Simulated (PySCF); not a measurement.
# A series of small molecules: chlorogermanes GeH(4-n)Cl(n)

Gas-phase molecules at GFN2-xTB geometries (not checked as minima at the level of the calculation), B3LYP/def2-SVPD with PySCF. The ionisation energy is E(cation) − E(neutral) at fixed geometry, without spin-orbit coupling; where the highest orbital is degenerate, the cation is one component. LUMO energies depend on the basis. GFN2-xTB bonds to atoms past the second row can be off by 0.02 to 0.07 Å and angles by up to several degrees, which can move orbital and ionisation energies by up to 0.5 eV and charges by 0.01 to 0.02 e, so small steps and misses may come from the geometries. Volumes are summed on a coarse grid and good to about 2 %.

```tsv
molecule	n	Hirshfeld charge of the central atom (e)	HOMO energy (eV)	vertical ionisation energy (eV)	HOMO–LUMO gap (eV)	volume inside the 0.001 a.u. surface (Å³)
GeH4	0	0.286	−9.54	12.35	9.59	64
GeH3Cl	1	0.348	−8.66	11.29	8.06	85
GeH2Cl2	2	?	?	?	?	?
GeHCl3	3	0.410	−9.20	11.41	7.37	125
```

The results for GeH2Cl2 are withheld.

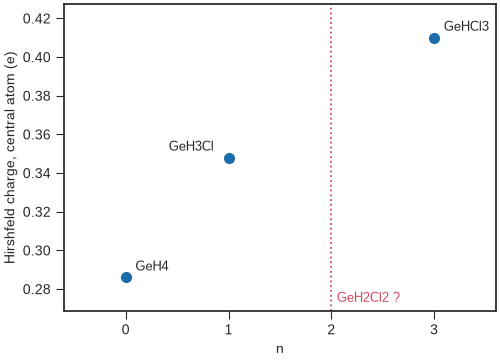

> Fit a straight line to the Hirshfeld charge of the central atom against n for the given members and predict GeH2Cl2.

A least-squares line through the three given members is y = 0.295 + 0.040 x, with R² = 0.96 and a scatter of 0.017 e; GeH3Cl lies farthest from it (+0.013 e). At x = 2 it gives 0.375 e. For a new member the 90 % prediction interval is ±0.125 e, wide since three points leave one degree of freedom. The misses run in a curve, so a straight line is a rough model here.

> What did the calculation give?

The calculation gives 0.387 e, 0.012 e above the estimate (0.8 times the scatter, 10 % of the range of the series): inside the prediction interval, which is so wide that this tests little. Its other results: HOMO energy −8.82 eV, vertical ionisation energy 11.12 eV, HOMO–LUMO gap 7.80 eV and volume inside the 0.001 a.u. surface 104 Å³.

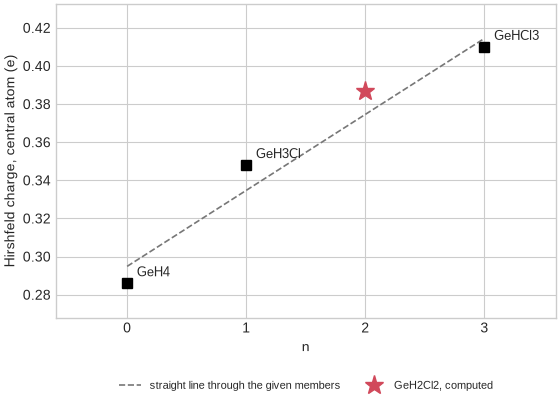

Over the series −ε(HOMO) lies 2.21 to 2.81 eV below the ionisation energy from total-energy differences, since this functional puts filled levels too high (delocalisation error). The pairing was chosen among those with R² above 0.96; series and pairings with weaker trends are left out of this set.

The single runs took from 2.7 s to 8.1 min, on 1 thread of shared hosts (Arm Neoverse N1 and Intel(R) Xeon(R) 6975P-C (Granite Rapids)).
